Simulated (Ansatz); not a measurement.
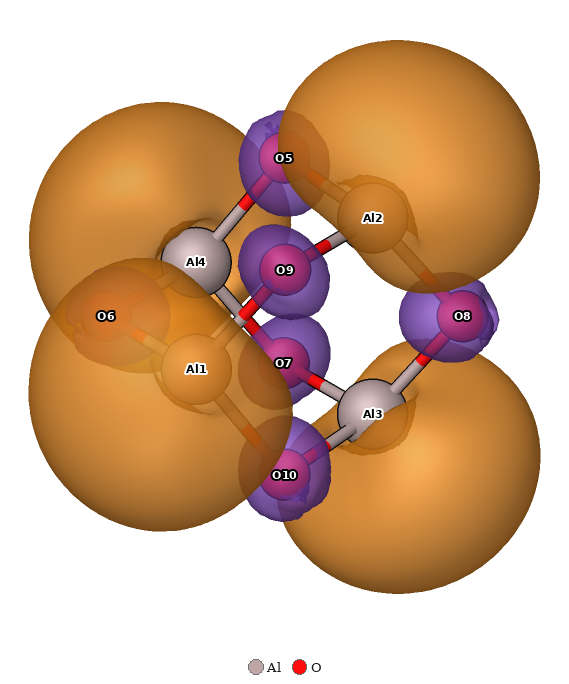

Al$_{4}$O$_{6}$ (charge +1, doublet). The LUMO (α) at ±0.06 Å⁻³ᐟ² (orange and purple are the two phases), seen from one side.

Geometry: r2SCAN-D4/def2-SVP.

Computed with Ansatz 0.2.0, UKS PBE0-D4/def2-TZVP.

```xyz
10

Al    0.7128   -1.0975    1.0894
Al   -1.5225    0.5485    0.5281
Al    0.8990    1.4359   -0.1715
Al   -0.0949   -0.8880   -1.4492
O    -1.6898   -0.3548   -0.9623
O     0.6279   -2.0043   -0.3637
O     0.8489    0.5695   -1.6924
O    -0.6279    2.0043    0.3637
O    -0.8420   -0.5680    1.6963
O     1.6885    0.3545    0.9616
```

Describe this orbital and give its energy.

By Hirshfeld shares it lies mainly on Al1 (about 20 %), Al2 (about 20 %), Al3 (about 20 %) and Al4 (about 20 %). Its energy is −7.58 eV.
